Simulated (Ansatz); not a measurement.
# C4H4O: single points with varied inputs

Aim: run C4H4O under a spread of inputs, and see what each costs and gives.

Computed with Ansatz 0.2.0, Gaussian basis. Level: the settings change from run to run.

### 1 The geometry

An earlier PBE0-D4 in a triple-zeta def2 set relaxation fixed the geometry.

SMILES `C=C1CC1=O`, 9 atoms, charge 0, spin multiplicity 1.

Atoms are counted from 1 here; the program's logs count them from 0.

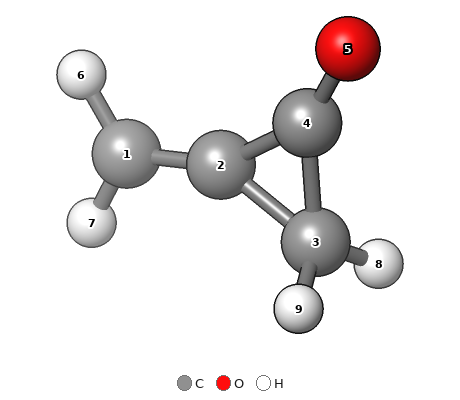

The structure; carbon grey, oxygen red, hydrogen white; atoms are numbered from 1 in the order of the file.

### 2 LC-wPBE/cc-pVDZ

Set apart from the defaults: charge -1, multiplicity 2.

Contents of in.yaml:

```yaml
crystal:
  periodic: [false, false, false]
  atoms:
    - {symbol: C, position_ang: [-1.108200, 1.016718, -0.503147]}
    - {symbol: C, position_ang: [-0.111289, 0.260462, -0.082738]}
    - {symbol: C, position_ang: [0.340839, -1.132844, 0.287801]}
    - {symbol: C, position_ang: [1.233018, 0.061952, 0.343503]}
    - {symbol: O, position_ang: [2.320192, 0.488248, 0.587745]}
    - {symbol: H, position_ang: [-0.972298, 2.083276, -0.646167]}
    - {symbol: H, position_ang: [-2.087180, 0.599326, -0.717303]}
    - {symbol: H, position_ang: [0.489438, -1.860058, -0.509643]}
    - {symbol: H, position_ang: [-0.016019, -1.563382, 1.222749]}
basis:
  gaussian: {orbitals: cc-pVDZ}
total_charge: -1
magnetization: {spin_polarized: true, initial_magnetization: 1}
hamiltonian: {xc: {name: LC-wPBE}}
```

Started as:

```
> ansatz run in.yaml --threads 2 --pin off --events-out ev --progress --plain --max-ram 4352MiB
```

The log of the run:

```text
Functional definition: LC-wPBE
  name "LC-wPBE"
  cite "Vydrov & Scuseria, J. Chem. Phys. 125, 234109 (2006) doi:10.1063/1.2409292"
  cite "Heyd & Scuseria, J. Chem. Phys. 120, 7274 (2004) doi:10.1063/1.1668634"
  cite "Ernzerhof & Perdew, J. Chem. Phys. 109, 3313 (1998) doi:10.1063/1.476928"
  cite "Perdew, Burke & Ernzerhof, Phys. Rev. Lett. 77, 3865 (1996) doi:10.1103/PhysRevLett.77.3865"
  parent pbe
  parameter omega = 0.4/bohr
  exchange = pbe_x_sr(omega) + exact_x_lr(omega)
  correlation = pbe_c
1087 factors; their error is unknown
318 factors; integrals over basis functions are off by at most 2.2e-5 eV
mean field evaluation 1: about -6251.0288 eV, gradient 2.2e1 eV
mean field evaluation 2: about -6251.6729 eV, gradient 2.2e1 eV
mean field evaluation 4: about -6253.3304 eV, gradient 1.6e0 eV
mean field evaluation 8: about -6253.3628 eV, gradient 1.2e-1 eV
mean field evaluation 16: about -6253.3061 eV, gradient 3.7e-3 eV
mean field -6253.30605165 eV, -229.8047587549 hartree, gradient 3.6e-5 eV, S^2 0.772128; 0 other end points of the search recorded, 0 dependent functions left out
reference -6253.30605165 eV, -229.8047587551 hartree; 19, 18 occupied and 71, 72 virtual orbitals, 1087 factors
Total energy: -6253.30605165 eV, -229.8047587551 hartree
```

Run time: 2.7 s. Hardware: 2 threads of Arm Neoverse V1, shared host.

⟨S²⟩ 0.772.

### 3 RPA/def2-SVP

Set apart from the defaults: charge +1, multiplicity 2, high accuracy.

Edit in.yaml of step 2 so:

```diff
@@ -13,5 +13,7 @@
 basis:
-  gaussian: {orbitals: cc-pVDZ}
-total_charge: -1
+  gaussian: {orbitals: def2-SVP}
+total_charge: 1
 magnetization: {spin_polarized: true, initial_magnetization: 1}
-hamiltonian: {xc: {name: LC-wPBE}}
+hamiltonian: {xc: {name: r2SCAN}}
+correlation: {method: rpa}
+accuracy: high
```

Launched as before.

The log of the run, shortened:

```text
Functional definition: r2SCAN
  name "r2SCAN"
  cite "Furness, Kaplan, Ning, Perdew & Sun, J. Phys. Chem. Lett. 11, 8208 (2020) doi:10.1021/acs.jpclett.0c02405"
  cite "Furness, Kaplan, Ning, Perdew & Sun, J. Phys. Chem. Lett. 11, 9248 (2020) doi:10.1021/acs.jpclett.0c03077"
  parent r2scan
[...]
2102 factors; integrals over basis functions are off by at most 3.3e-9 eV
[...]
mean field -6239.92665317 eV, -229.3130749297 hartree, gradient 7.3e-8 eV, S^2 0.760957; 2 other end points of the search recorded, 0 dependent functions left out
5 core orbitals not correlated: weight in the atoms' cores, before any rotation towards them, 1.000 or more for the frozen orbitals, at most 0.000 for the correlated occupied ones
reference -6204.96869525 eV, -228.0283936716 hartree; 13, 12 occupied and 72, 73 virtual orbitals, 2102 factors
Total energy: -6233.13396916 eV, -229.0634483968 hartree
```

It took 19 s on 2 threads of Arm Neoverse V1, shared host; peak memory 0.48 GiB.

⟨S²⟩ 0.761.

### 4 B97/6-31G

This run has a point charge of 0.50 e beside it, the search for lower states set to full.

Edit in.yaml of step 3 so:

```diff
@@ -13,7 +13,4 @@
 basis:
-  gaussian: {orbitals: def2-SVP}
-total_charge: 1
-magnetization: {spin_polarized: true, initial_magnetization: 1}
-hamiltonian: {xc: {name: r2SCAN}}
-correlation: {method: rpa}
-accuracy: high
+  gaussian: {orbitals: 6-31G, point_charges: [{charge: 0.50, position_ang: [7.170, 0.243, 0.685]}]}
+hamiltonian: {xc: {name: B97}}
+scf: {lower_state_search: full}
```

Launched as before.

The log of the run, shortened:

```text
Functional definition: B97
  name "B97"
  cite "Becke, J. Chem. Phys. 107, 8554 (1997) doi:10.1063/1.475007"
[...]
      + integral(e_c_pw_opposite_spin*poly(b97_u_opposite, cos0, cos1, cos2))
711 factors; integrals over basis functions are off by at most 2.5e-4 eV
[...]
mean field -6253.43793768 eV, -229.8096054773 hartree, gradient 1.1e-5 eV, S^2 0.000000; 0 other end points of the search recorded, 0 dependent functions left out
reference -6253.43795170 eV, -229.8096059923 hartree; 18, 18 occupied and 35, 35 virtual orbitals, 711 factors
Total energy: -6253.43795170 eV, -229.8096059923 hartree
```

Wall time 2.6 s (2 threads of Arm Neoverse V1, shared host).

### 5 wB97/aug-pcseg-2

This run has multiplicity 3, density fitting with cc-pVTZ-jkfit, high accuracy.

Edit in.yaml of step 4 so:

```diff
@@ -13,4 +13,6 @@
 basis:
-  gaussian: {orbitals: 6-31G, point_charges: [{charge: 0.50, position_ang: [7.170, 0.243, 0.685]}]}
-hamiltonian: {xc: {name: B97}}
-scf: {lower_state_search: full}
+  gaussian: {orbitals: aug-pcseg-2, fitting: {mean_field: cc-pVTZ-jkfit}}
+magnetization: {spin_polarized: true, initial_magnetization: 2}
+hamiltonian: {xc: {name: wB97}}
+accuracy: high
+output: {forces: true}
```

The command is unchanged.

The log of the run, shortened:

```text
Functional definition: wB97
  name "wB97"
  cite "Chai & Head-Gordon, J. Chem. Phys. 128, 084106 (2008) doi:10.1063/1.2834918"
  cite "Becke, J. Chem. Phys. 107, 8554 (1997) doi:10.1063/1.475007"
[...]
  # The coefficients of nought are those of the uniform gas.
[...]
      + integral(e_c_pw_opposite_spin*poly(b97_u_opposite, 1, cos1, cos2, cos3, cos4))
515 factors; integrals over basis functions are off by at most 8.0e-1 eV
515 factors; integrals over basis functions are off by at most 3.1e-2 eV
[...]
mean field -6255.87609292 eV, -229.8992060297 hartree, gradient 9.6e-8 eV, S^2 2.037569; 0 other end points of the search recorded, 0 dependent functions left out
[...]
reference -6255.87609165 eV, -229.8992059830 hartree; 19, 17 occupied and 303, 305 virtual orbitals, 515 factors
Total energy: -6255.87609165 eV, -229.8992059830 hartree
Atom 0 at    -1.108200     1.016718    -0.503147 Å, force    -1.095384     1.556019    -0.586099 eV/Å
Atom 1 at    -0.111289     0.260462    -0.082738 Å, force     2.255924    -3.090136     1.187491 eV/Å
Atom 2 at     0.340839    -1.132844     0.287801 Å, force    -1.523786     0.412288    -0.515242 eV/Å
Atom 3 at     1.233018     0.061952     0.343503 Å, force    -2.993584     0.356161    -0.934555 eV/Å
Atom 4 at     2.320192     0.488248     0.587745 Å, force     2.732986     0.912957     0.641138 eV/Å
Atom 5 at    -0.972298     2.083276    -0.646167 Å, force    -0.053504    -0.092454     0.000236 eV/Å
Atom 6 at    -2.087180     0.599326    -0.717303 Å, force     0.215765    -0.078497     0.076386 eV/Å
Atom 7 at     0.489438    -1.860058    -0.509643 Å, force     0.276878    -0.015215    -0.092501 eV/Å
Atom 8 at    -0.016019    -1.563382     1.222749 Å, force     0.184704     0.038878     0.223146 eV/Å
Dipole moment:    -0.246967    -0.264996    -0.026682 e Å
```

Wall time 99 s (2 threads of Arm Neoverse V1, shared host); peak memory 1.3 GiB.

Largest force 4.006 eV/Å, dipole 1.74 D, ⟨S²⟩ 2.038.

### 6 wB97X/def2-mTZVP

Edit in.yaml of step 5 so:

```diff
@@ -13,6 +13,4 @@
 basis:
-  gaussian: {orbitals: aug-pcseg-2, fitting: {mean_field: cc-pVTZ-jkfit}}
-magnetization: {spin_polarized: true, initial_magnetization: 2}
-hamiltonian: {xc: {name: wB97}}
-accuracy: high
+  gaussian: {orbitals: def2-mTZVP}
+hamiltonian: {xc: {name: wB97X}}
 output: {forces: true}
```

Same command.

The log of the run, shortened:

```text
Functional definition: wB97X
  name "wB97X"
  cite "Chai & Head-Gordon, J. Chem. Phys. 128, 084106 (2008) doi:10.1063/1.2834918"
  cite "Becke, J. Chem. Phys. 107, 8554 (1997) doi:10.1063/1.475007"
[...]
  # The coefficients of nought are those of the uniform gas.
[...]
      + exact_x_lr(omega)
[...]
      + integral(e_c_pw_opposite_spin*poly(b97_u_opposite, 1, cos1, cos2, cos3, cos4))
1056 factors; integrals over basis functions are off by at most 1.2e-3 eV
282 factors; integrals over basis functions are off by at most 1.3e-5 eV
[...]
mean field -6257.51286231 eV, -229.9593561953 hartree, gradient 3.5e-5 eV, S^2 0.000000; 0 other end points of the search recorded, 0 dependent functions left out
[...]
reference -6257.51283296 eV, -229.9593551168 hartree; 18, 18 occupied and 94, 94 virtual orbitals, 1056 factors
Total energy: -6257.51283296 eV, -229.9593551168 hartree
Atom 0 at    -1.108200     1.016718    -0.503147 Å, force     0.140107    -0.075966     0.053920 eV/Å
Atom 1 at    -0.111289     0.260462    -0.082738 Å, force    -0.414207     0.178726    -0.151492 eV/Å
Atom 2 at     0.340839    -1.132844     0.287801 Å, force    -0.011346    -0.169181     0.025636 eV/Å
Atom 3 at     1.233018     0.061952     0.343503 Å, force    -0.018785    -0.137554     0.018138 eV/Å
Atom 4 at     2.320192     0.488248     0.587745 Å, force     0.258863     0.112798     0.056178 eV/Å
Atom 5 at    -0.972298     2.083276    -0.646167 Å, force    -0.012718    -0.028850     0.001230 eV/Å
Atom 6 at    -2.087180     0.599326    -0.717303 Å, force     0.034618     0.012253     0.007989 eV/Å
Atom 7 at     0.489438    -1.860058    -0.509643 Å, force     0.000876     0.060262     0.031456 eV/Å
Atom 8 at    -0.016019    -1.563382     1.222749 Å, force     0.022591     0.047513    -0.043055 eV/Å
Dipole moment:    -0.647728    -0.182391    -0.157772 e Å
```

Wall time 5.5 s (2 threads of Arm Neoverse V1, shared host).

Largest force 0.476 eV/Å, dipole 3.32 D.

### 7 SVWN5/cc-pVTZ-DK

Options: finite nuclei, the search for lower states set to off.

Edit in.yaml of step 6 so:

```diff
@@ -13,4 +13,4 @@
 basis:
-  gaussian: {orbitals: def2-mTZVP}
-hamiltonian: {xc: {name: wB97X}}
-output: {forces: true}
+  gaussian: {orbitals: cc-pVTZ-DK, nuclear_model: gaussian}
+hamiltonian: {xc: {name: SVWN5}}
+scf: {lower_state_search: off}
```

The command is unchanged.

The log of the run, shortened:

```text
Functional definition: SVWN5
  name "SVWN5"
  cite "Dirac, Proc. Camb. Phil. Soc. 26, 376 (1930) doi:10.1017/S0305004100016108"
  cite "Slater, Phys. Rev. 81, 385 (1951) doi:10.1103/PhysRev.81.385"
  cite "Vosko, Wilk & Nusair, Can. J. Phys. 58, 1200 (1980) doi:10.1139/p80-159"
[...]
1067 factors; their error is unknown
[...]
mean field -6209.33651350 eV, -228.1889080316 hartree, gradient 2.0e-6 eV, S^2 0.000000; 0 other end points of the search recorded, 0 dependent functions left out
reference -6209.33654218 eV, -228.1889090857 hartree; 18, 18 occupied and 188, 188 virtual orbitals, 1067 factors
Total energy: -6209.33654218 eV, -228.1889090857 hartree
Relativity: scalar
Checks for a lower state left out: stability, starts, cluster_reference, orbital_swaps, neighbouring_geometries, increment
```

Run time: 1.1 s. Hardware: 2 threads of Arm Neoverse V1, shared host.

### 8 CAM-B3LYP/6-31G

This run has coordinates scaled by 1.25, density fitting with def2-universal-jkfit, D3(BJ) with three-body dispersion, high accuracy, the search for lower states set to full.

Contents of in.yaml:

```yaml
crystal:
  periodic: [false, false, false]
  atoms:
    - {symbol: C, position_ang: [-1.385250, 1.270897, -0.628933]}
    - {symbol: C, position_ang: [-0.139111, 0.325578, -0.103423]}
    - {symbol: C, position_ang: [0.426049, -1.416056, 0.359751]}
    - {symbol: C, position_ang: [1.541272, 0.077440, 0.429379]}
    - {symbol: O, position_ang: [2.900240, 0.610310, 0.734682]}
    - {symbol: H, position_ang: [-1.215373, 2.604095, -0.807709]}
    - {symbol: H, position_ang: [-2.608975, 0.749158, -0.896629]}
    - {symbol: H, position_ang: [0.611798, -2.325073, -0.637054]}
    - {symbol: H, position_ang: [-0.020024, -1.954227, 1.528437]}
basis:
  gaussian: {orbitals: 6-31G, fitting: {mean_field: def2-universal-jkfit}}
hamiltonian: {xc: {name: CAM-B3LYP}, dispersion: d3bjatm}
accuracy: high
scf: {lower_state_search: full}
```

The command is unchanged.

The log of the run, shortened:

```text
Functional definition: CAM-B3LYP
  name "CAM-B3LYP"
  cite "Yanai, Tew & Handy, Chem. Phys. Lett. 393, 51 (2004) doi:10.1016/j.cplett.2004.06.011"
  cite "Iikura, Tsuneda, Yanai & Hirao, J. Chem. Phys. 115, 3540 (2001) doi:10.1063/1.1383587"
  cite "Becke, Phys. Rev. A 38, 3098 (1988) doi:10.1103/PhysRevA.38.3098"
  cite "Lee, Yang & Parr, Phys. Rev. B 37, 785 (1988) doi:10.1103/PhysRevB.37.785"
  cite "Vosko, Wilk & Nusair, Can. J. Phys. 58, 1200 (1980) doi:10.1139/p80-159"
[...]
  # Exact exchange under (alpha + beta erf(omega r))/r, Becke's under what is left of 1/r.
[...]
449 factors; integrals over basis functions are off by at most 9.0e-2 eV
449 factors; integrals over basis functions are off by at most 1.7e-7 eV
[...]
mean field -6241.70908770 eV, -229.3785781905 hartree, gradient 7.1e-8 eV, S^2 0.000000; 0 other end points of the search recorded, 0 dependent functions left out
reference -6241.70910615 eV, -229.3785788688 hartree; 18, 18 occupied and 35, 35 virtual orbitals, 449 factors
Total energy: -6241.82396668 eV, -229.3827999153 hartree
```

Run time: 1.9 s. Hardware: 2 threads of Arm Neoverse V1, shared host.

### 9 BHLYP/aug-pcseg-2

Options: D3(BJ) with three-body dispersion.

Contents of in.yaml:

```yaml
crystal:
  periodic: [false, false, false]
  atoms:
    - {symbol: C, position_ang: [-1.108200, 1.016718, -0.503147]}
    - {symbol: C, position_ang: [-0.111289, 0.260462, -0.082738]}
    - {symbol: C, position_ang: [0.340839, -1.132844, 0.287801]}
    - {symbol: C, position_ang: [1.233018, 0.061952, 0.343503]}
    - {symbol: O, position_ang: [2.320192, 0.488248, 0.587745]}
    - {symbol: H, position_ang: [-0.972298, 2.083276, -0.646167]}
    - {symbol: H, position_ang: [-2.087180, 0.599326, -0.717303]}
    - {symbol: H, position_ang: [0.489438, -1.860058, -0.509643]}
    - {symbol: H, position_ang: [-0.016019, -1.563382, 1.222749]}
basis:
  gaussian: {orbitals: aug-pcseg-2}
hamiltonian: {xc: {name: BHLYP}, dispersion: d3bjatm}
output: {forces: true}
```

The command is unchanged.

The log of the run, shortened:

```text
Functional definition: BHLYP
  name "BHLYP"
  cite "Becke, J. Chem. Phys. 98, 1372 (1993) doi:10.1063/1.464304"
  cite "Becke, Phys. Rev. A 38, 3098 (1988) doi:10.1103/PhysRevA.38.3098"
  cite "Lee, Yang & Parr, Phys. Rev. B 37, 785 (1988) doi:10.1103/PhysRevB.37.785"
[...]
1411 factors; their error is unknown
[...]
mean field -6255.86335982 eV, -229.8987380969 hartree, gradient 4.3e-5 eV, S^2 0.000000; 0 other end points of the search recorded, 0 dependent functions left out
[...]
reference -6255.86356430 eV, -229.8987456112 hartree; 18, 18 occupied and 304, 304 virtual orbitals, 1411 factors
Total energy: -6256.07761800 eV, -229.9066119396 hartree
Atom 0 at    -1.108200     1.016718    -0.503147 Å, force     0.232584    -0.109067     0.086575 eV/Å
Atom 1 at    -0.111289     0.260462    -0.082738 Å, force    -0.287640     0.199491    -0.118122 eV/Å
Atom 2 at     0.340839    -1.132844     0.287801 Å, force     0.023793    -0.121940     0.027793 eV/Å
Atom 3 at     1.233018     0.061952     0.343503 Å, force     0.534955     0.197342     0.122394 eV/Å
Atom 4 at     2.320192     0.488248     0.587745 Å, force    -0.911038    -0.346665    -0.206527 eV/Å
Atom 5 at    -0.972298     2.083276    -0.646167 Å, force    -0.047175    -0.375506     0.050549 eV/Å
Atom 6 at    -2.087180     0.599326    -0.717303 Å, force     0.358635     0.136600     0.081232 eV/Å
Atom 7 at     0.489438    -1.860058    -0.509643 Å, force    -0.034354     0.258178     0.260160 eV/Å
Atom 8 at    -0.016019    -1.563382     1.222749 Å, force     0.130241     0.161566    -0.304053 eV/Å
Dipole moment:    -0.686078    -0.188149    -0.167976 e Å
```

Wall time 14 s (2 threads of Arm Neoverse V1, shared host); peak memory 1.1 GiB.

Largest force 0.996 eV/Å, dipole 3.51 D.

### 10 B2PLYP/ANO-RCC-VTZP

Set apart from the defaults: coordinates scaled by 0.96, a grid of angular degree 23.

Contents of in.yaml:

```yaml
crystal:
  periodic: [false, false, false]
  atoms:
    - {symbol: C, position_ang: [-1.063872, 0.976049, -0.483021]}
    - {symbol: C, position_ang: [-0.106837, 0.250044, -0.079429]}
    - {symbol: C, position_ang: [0.327205, -1.087531, 0.276289]}
    - {symbol: C, position_ang: [1.183697, 0.059474, 0.329763]}
    - {symbol: O, position_ang: [2.227384, 0.468718, 0.564235]}
    - {symbol: H, position_ang: [-0.933406, 1.999945, -0.620321]}
    - {symbol: H, position_ang: [-2.003693, 0.575353, -0.688611]}
    - {symbol: H, position_ang: [0.469861, -1.785656, -0.489257]}
    - {symbol: H, position_ang: [-0.015378, -1.500846, 1.173839]}
basis:
  gaussian: {orbitals: ANO-RCC-VTZP, final_grid: {core_spheres: 8, valence_spheres: 7, degree: 23}}
hamiltonian: {xc: {name: B2PLYP}}
```

Launched as before.

The log of the run, shortened:

```text
Functional definition: B2PLYP
  name "B2PLYP"
  cite "Grimme, J. Chem. Phys. 124, 034108 (2006) doi:10.1063/1.2148954"
  cite "Becke, Phys. Rev. A 38, 3098 (1988) doi:10.1103/PhysRevA.38.3098"
  cite "Lee, Yang & Parr, Phys. Rev. B 37, 785 (1988) doi:10.1103/PhysRevB.37.785"
[...]
1197 factors; integrals over basis functions are off by at most 1.0e-3 eV
[...]
mean field -6249.79134356 eV, -229.6755956152 hartree, gradient 7.7e-6 eV, S^2 0.000000; 0 other end points of the search recorded, 0 dependent functions left out
5 core orbitals not correlated: weight in the atoms' cores, before any rotation towards them, 1.000 or more for the frozen orbitals, at most 0.000 for the correlated occupied ones
reference -6249.79151847 eV, -229.6756020429 hartree; 13, 13 occupied and 188, 188 virtual orbitals, 1197 factors
second order -28.18551196 eV of doubles, -0.00000000 eV of singles
Total energy: -6257.40160670 eV, -229.9552676270 hartree
Relativity: scalar
```

It took 11 s on 2 threads of Arm Neoverse V1, shared host; peak memory 0.51 GiB.

### 11 The runs in one table

```tsv
level	charge	multiplicity	geometry	functions	energy (eV)	time
LC-wPBE/cc-pVDZ	-1	2	relaxed	90	-6253.306	2.7 s
RPA/def2-SVP	1	2	relaxed	90	-6233.134	19 s
B97/6-31G	0	1	relaxed, point charge	53	-6253.438	2.6 s
wB97/aug-pcseg-2	0	3	relaxed	322	-6255.876	99 s
wB97X/def2-mTZVP	0	1	relaxed	112	-6257.513	5.5 s
SVWN5/cc-pVTZ-DK	0	1	relaxed	206	-6209.337	1.1 s
CAM-B3LYP/6-31G	0	1	scaled	53	-6241.824	1.9 s
BHLYP/aug-pcseg-2	0	1	relaxed	322	-6256.078	14 s
B2PLYP/ANO-RCC-VTZP	0	1	scaled	206	-6257.402	11 s
```

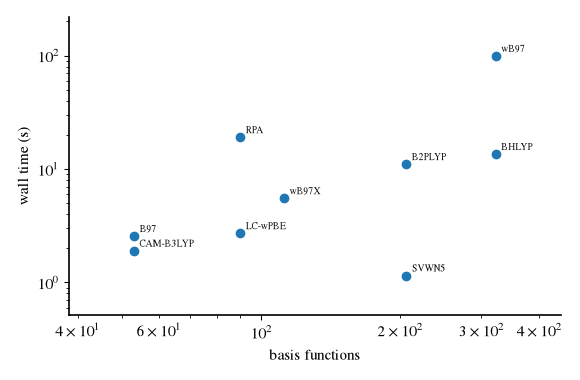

Wall time against the number of basis functions (shared host).

### 12 Results

| quantity | value |
| --- | --- |
| runs | 9 |
| quickest | SVWN5/cc-pVTZ-DK, 1.1 s |
| slowest | wB97/aug-pcseg-2, 99 s |
| spread of total energies, same state and geometry | 48.2 eV |
| dipole, same state and geometry | 3.32 to 3.51 D |

What this shows: Run time spans a factor of 86, from SVWN5/cc-pVTZ-DK to wB97/aug-pcseg-2. The jobs differ in tasks and options as well as level. Total energies at one charge and spin differ by 48 eV between levels, so only differences within one level mean anything. At the PBE0-D4/def2-TZVP geometry and in the same state, runs without warnings or point charges leave forces up to 1.00 eV/Å (BHLYP/aug-pcseg-2).
